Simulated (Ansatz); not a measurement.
**Geometry relaxation of C₂H₇AlFN (part 1 of 2)**

The run: geometry relaxation of C₂H₇AlFN. Method and program: RKS PBE-D4/def2-SVP (Ansatz 0.2.0).

The geometry: force-field start. Figures and captions count atoms from 1; the log counts them from 0 in places.

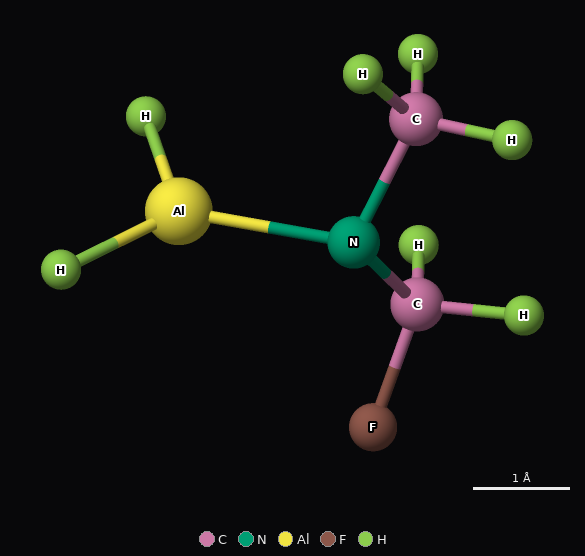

*The starting structure (ball-and-stick view, seen at a tilt). Sticks mark near contacts.*

Bond lengths as drawn: Al–H 1.60 to 1.64 Å, Al–N 1.91 Å, C–F 1.37 Å, C–H 1.04 to 1.16 Å and C–N 1.47 Å.

## Summary

| quantity | value |
| --- | --- |
| outcome | converged |
| total energy | −12975.7673 eV |
| mean-field energy | −12975.5403 eV |
| dispersion energy | −0.2270 eV |
| SCF solution under orbital rotations | stable |
| largest force (length of the vector) at the end | 0.020 eV/Å |
| dipole moment | 5.79 D |
| hardware | 4 threads of Arm Neoverse V2, 23 GiB of memory available, shared host |
| wall time | 40 s (CPU time 2.4 min) |
| peak memory | 0.16 GiB |

## Input
```yaml
crystal:
  periodic: [false, false, false]
  atoms:
    - {symbol: C, position_ang: [-0.917100, -0.050300, 1.056900]}
    - {symbol: N, position_ang: [-0.394100, 0.308300, -0.268400]}
    - {symbol: Al, position_ang: [1.264700, 1.236600, -0.049000]}
    - {symbol: C, position_ang: [-0.131100, -0.909900, -1.049900]}
    - {symbol: F, position_ang: [0.192000, -0.617900, -2.354000]}
    - {symbol: H, position_ang: [-0.303300, -0.671500, 1.623100]}
    - {symbol: H, position_ang: [-1.101500, 0.929800, 1.630800]}
    - {symbol: H, position_ang: [-1.920600, -0.470400, 0.914100]}
    - {symbol: H, position_ang: [1.487200, 2.730400, -0.566500]}
    - {symbol: H, position_ang: [2.501700, 0.514800, 0.752300]}
    - {symbol: H, position_ang: [0.544300, -1.585100, -0.556000]}
    - {symbol: H, position_ang: [-1.145300, -1.469900, -1.099300]}
basis:
  gaussian: {orbitals: def2-SVP}
hamiltonian: {xc: pbe, dispersion: d4}
relax: {f_tol: 0.03, max_steps: 200}
```

Run as:
```bash
ansatz run in.yaml --threads 4 --pin off --events-out ev --progress --plain --max-ram 10444MiB
```

## Output
```
Functional definition: PBE
  name "PBE"
  cite "Perdew, Burke & Ernzerhof, Phys. Rev. Lett. 77, 3865 (1996) doi:10.1103/PhysRevLett.77.3865"
  parent pbe
  parameter kappa = 0.804
  parameter beta = 0.06672455060314922
  exchange = pbe_x(kappa = kappa, mu = beta*pi^2/3)
  correlation = pbe_c(beta = beta)
1235 factors; their error is unknown
mean field evaluation 1: about -12963.6652 eV, gradient 6.1e1 eV
mean field evaluation 2: about -12901.8909 eV, gradient 1.4e2 eV
mean field evaluation 4: about -12972.5084 eV, gradient 1.0e1 eV
mean field evaluation 8: about -12972.7978 eV, gradient 8.1e-2 eV
mean field evaluation 16: about -12972.7214 eV, gradient 1.3e-4 eV
mean field -12972.72144230 eV, -476.7387197781 hartree, gradient 1.5e-5 eV, S^2 0.000000; 0 other end points of the search recorded, 0 dependent functions left out
the calculation of the forces begins
reference -12972.72148200 eV, -476.7387212371 hartree; 24, 24 occupied and 85, 85 virtual orbitals, 1235 factors
relax step   1: F+E_penalty+E_count = -12972.94684092 eV  Δ(F+E_penalty+E_count) = +0.000e0 eV  max|allowed force component| = 3.900e0 eV/Å  Δτ_max = 0.0000 Å  (29 SCF iters, accepted)
these checks for a lower state are left out or cut short: starts, cluster_reference, orbital_swaps, neighbouring_geometries, increment
1235 factors; their error is unknown
mean field -12973.14007142 eV, -476.7541041147 hartree, gradient 2.6e-5 eV, S^2 0.000000; 0 other end points of the search recorded, 0 dependent functions left out
[... from here on the field's lines of each further geometry are left out, up to the last ...]
relax step   2: F+E_penalty+E_count = -12973.36562381 eV  Δ(F+E_penalty+E_count) = -4.188e-1 eV  max|allowed force component| = 1.294e0 eV/Å  Δτ_max = 0.1549 Å  (36 SCF iters, accepted)
relax step   3: F+E_penalty+E_count = -12973.51023563 eV  Δ(F+E_penalty+E_count) = -1.446e-1 eV  max|allowed force component| = 6.519e-1 eV/Å  Δτ_max = 0.1712 Å  (36 SCF iters, accepted)
relax step   4: F+E_penalty+E_count = -12973.62768011 eV  Δ(F+E_penalty+E_count) = -1.174e-1 eV  max|allowed force component| = 4.973e-1 eV/Å  Δτ_max = 0.1943 Å  (36 SCF iters, accepted)
relax step   5: F+E_penalty+E_count = -12973.76009551 eV  Δ(F+E_penalty+E_count) = -1.324e-1 eV  max|allowed force component| = 4.487e-1 eV/Å  Δτ_max = 0.1921 Å  (36 SCF iters, accepted)
relax step   6: F+E_penalty+E_count = -12973.85390143 eV  Δ(F+E_penalty+E_count) = -9.381e-2 eV  max|allowed force component| = 4.152e-1 eV/Å  Δτ_max = 0.1955 Å  (30 SCF iters, accepted)
relax step   7: F+E_penalty+E_count = -12973.87639260 eV  Δ(F+E_penalty+E_count) = -2.249e-2 eV  max|allowed force component| = 3.843e-1 eV/Å  Δτ_max = 0.1113 Å  (30 SCF iters, accepted)
relax step   8: F+E_penalty+E_count = -12973.91520672 eV  Δ(F+E_penalty+E_count) = -3.881e-2 eV  max|allowed force component| = 2.321e-1 eV/Å  Δτ_max = 0.2000 Å  (35 SCF iters, accepted)
relax step   9: F+E_penalty+E_count = -12973.96204025 eV  Δ(F+E_penalty+E_count) = -4.683e-2 eV  max|allowed force component| = 2.911e-1 eV/Å  Δτ_max = 0.2000 Å  (28 SCF iters, accepted)
relax step  10: F+E_penalty+E_count = -12974.00894071 eV  Δ(F+E_penalty+E_count) = -4.690e-2 eV  max|allowed force component| = 6.086e-1 eV/Å  Δτ_max = 0.1965 Å  (28 SCF iters, accepted)
relax step  11: F+E_penalty+E_count = -12974.05341013 eV  Δ(F+E_penalty+E_count) = -4.447e-2 eV  max|allowed force component| = 1.074e0 eV/Å  Δτ_max = 0.1950 Å  (37 SCF iters, accepted)
relax step  12: F+E_penalty+E_count = -12974.17514084 eV  Δ(F+E_penalty+E_count) = -1.217e-1 eV  max|allowed force component| = 1.428e0 eV/Å  Δτ_max = 0.1383 Å  (30 SCF iters, accepted)
relax step  13: F+E_penalty+E_count = -12974.48157471 eV  Δ(F+E_penalty+E_count) = -3.064e-1 eV  max|allowed force component| = 1.016e0 eV/Å  Δτ_max = 0.1948 Å  (37 SCF iters, accepted)
relax step  14: F+E_penalty+E_count = -12974.78648001 eV  Δ(F+E_penalty+E_count) = -3.049e-1 eV  max|allowed force component| = 1.674e0 eV/Å  Δτ_max = 0.1953 Å  (37 SCF iters, accepted)
relax step  15: F+E_penalty+E_count = -12974.91855022 eV  Δ(F+E_penalty+E_count) = -1.321e-1 eV  max|allowed force component| = 1.886e0 eV/Å  Δτ_max = 0.1958 Å  (38 SCF iters, accepted)
relax step  16: F+E_penalty+E_count = -12975.03287096 eV  Δ(F+E_penalty+E_count) = -1.143e-1 eV  max|allowed force component| = 1.900e0 eV/Å  Δτ_max = 0.1954 Å  (38 SCF iters, accepted)
relax step  17: F+E_penalty+E_count = -12975.19137016 eV  Δ(F+E_penalty+E_count) = -1.585e-1 eV  max|allowed force component| = 1.236e0 eV/Å  Δτ_max = 0.1923 Å  (29 SCF iters, accepted)
relax step  18: F+E_penalty+E_count = -12975.40853216 eV  Δ(F+E_penalty+E_count) = -2.172e-1 eV  max|allowed force component| = 5.789e-1 eV/Å  Δτ_max = 0.2000 Å  (37 SCF iters, accepted)
relax step  19: F+E_penalty+E_count = -12975.51246474 eV  Δ(F+E_penalty+E_count) = -1.039e-1 eV  max|allowed force component| = 2.903e-1 eV/Å  Δτ_max = 0.2000 Å  (30 SCF iters, accepted)
relax step  20: F+E_penalty+E_count = -12975.54741374 eV  Δ(F+E_penalty+E_count) = -3.495e-2 eV  max|allowed force component| = 3.460e-1 eV/Å  Δτ_max = 0.2000 Å  (37 SCF iters, accepted)
relax step  21: F+E_penalty+E_count = -12975.56828163 eV  Δ(F+E_penalty+E_count) = -2.087e-2 eV  max|allowed force component| = 1.815e-1 eV/Å  Δτ_max = 0.0771 Å  (30 SCF iters, accepted)
relax step  22: F+E_penalty+E_count = -12975.58184945 eV  Δ(F+E_penalty+E_count) = -1.357e-2 eV  max|allowed force component| = 1.389e-1 eV/Å  Δτ_max = 0.0979 Å  (30 SCF iters, accepted)
relax step  23: F+E_penalty+E_count = -12975.60530603 eV  Δ(F+E_penalty+E_count) = -2.346e-2 eV  max|allowed force component| = 4.052e-1 eV/Å  Δτ_max = 0.1950 Å  (30 SCF iters, accepted)
relax step  24: F+E_penalty+E_count = -12975.60630901 eV  Δ(F+E_penalty+E_count) = -1.003e-3 eV  max|allowed force component| = 6.943e-1 eV/Å  Δτ_max = 0.1939 Å  (29 SCF iters, accepted)
relax step  25: F+E_penalty+E_count = -12975.65894592 eV  Δ(F+E_penalty+E_count) = -5.264e-2 eV  max|allowed force component| = 4.199e-1 eV/Å  Δτ_max = 0.0918 Å  (31 SCF iters, accepted)
relax step  26: F+E_penalty+E_count = -12975.69897172 eV  Δ(F+E_penalty+E_count) = -4.003e-2 eV  max|allowed force component| = 3.417e-1 eV/Å  Δτ_max = 0.1629 Å  (29 SCF iters, accepted)
relax step  27: F+E_penalty+E_count = -12975.73352976 eV  Δ(F+E_penalty+E_count) = -3.456e-2 eV  max|allowed force component| = 1.770e-1 eV/Å  Δτ_max = 0.1948 Å  (30 SCF iters, accepted)
relax step  28: F+E_penalty+E_count = -12975.74332539 eV  Δ(F+E_penalty+E_count) = -9.796e-3 eV  max|allowed force component| = 4.172e-1 eV/Å  Δτ_max = 0.1950 Å  (29 SCF iters, accepted)
relax step  29: F+E_penalty+E_count = -12975.75514566 eV  Δ(F+E_penalty+E_count) = -1.182e-2 eV  max|allowed force component| = 2.811e-1 eV/Å  Δτ_max = 0.0908 Å  (31 SCF iters, accepted)
relax step  30: F+E_penalty+E_count = -12975.76396671 eV  Δ(F+E_penalty+E_count) = -8.821e-3 eV  max|allowed force component| = 2.014e-1 eV/Å  Δτ_max = 0.0954 Å  (30 SCF iters, accepted)
relax step  31: F+E_penalty+E_count = -12975.76664869 eV  Δ(F+E_penalty+E_count) = -2.682e-3 eV  max|allowed force component| = 6.014e-2 eV/Å  Δτ_max = 0.0427 Å  (31 SCF iters, accepted)
relax step  32: F+E_penalty+E_count = -12975.76699122 eV  Δ(F+E_penalty+E_count) = -3.425e-4 eV  max|allowed force component| = 4.056e-2 eV/Å  Δτ_max = 0.0224 Å  (31 SCF iters, accepted)
relax step  33: F+E_penalty+E_count = -12975.76708831 eV  Δ(F+E_penalty+E_count) = -9.709e-5 eV  max|allowed force component| = 5.414e-2 eV/Å  Δτ_max = 0.0128 Å  (32 SCF iters, accepted)
the calculation of the forces begins
reference -12975.54029105 eV, -476.8423105591 hartree; 24, 24 occupied and 85, 85 virtual orbitals, 1235 factors
relax step  34: F+E_penalty+E_count = -12975.76729667 eV  Δ(F+E_penalty+E_count) = -2.084e-4 eV  max|allowed force component| = 1.418e-2 eV/Å  Δτ_max = 0.0088 Å  (32 SCF iters, accepted)
```

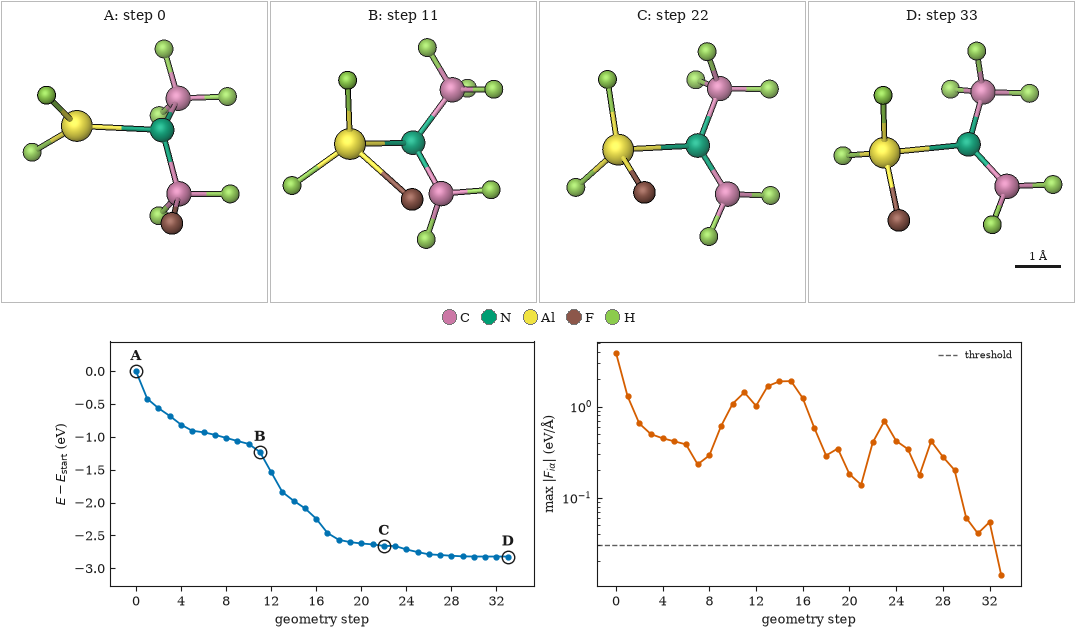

*Frames of the relaxation (ball-and-stick view, seen at a tilt) above the curves, on which the letters mark them (the first geometry is step 0 here and step 1 in the log).*

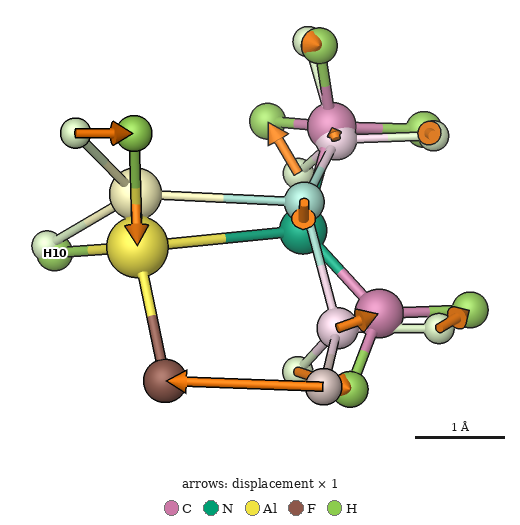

*Start (faint) and end (solid) with the displacements as orange arrows, at true length (ball-and-stick view, seen at a tilt). The two geometries are laid on each other by the best rigid fit.*

The atom that moves furthest after the best rigid fit is F5 (1.78 Å). By element the largest moves are F 1.78 Å, H 1.43 Å, Al 0.61 Å, N 0.59 Å, C 0.53 Å. Distances before and after: C4–F5 1.375 → 2.880 Å, Al3–F5 3.147 → 1.716 Å, N2–C4 1.471 → 1.283 Å, N2–Al3 1.914 → 2.051 Å. New bonds form: Al3–F5 (3.15 → 1.72 Å). Bonds break: C4–F5 (1.37 → 2.88 Å). Among the angles that change: N2–Al3–H9 122.5° → 101.5°, N2–Al3–H10 119.7° → 101.3°, N2–C4–H12 105.4° → 121.7°. After 33 geometry steps the energy has fallen by 2.820 eV. Largest force component: 3.9 eV/Å at the start, 0.014 eV/Å at the end. (Atoms are counted from 1 in the order of the input.)
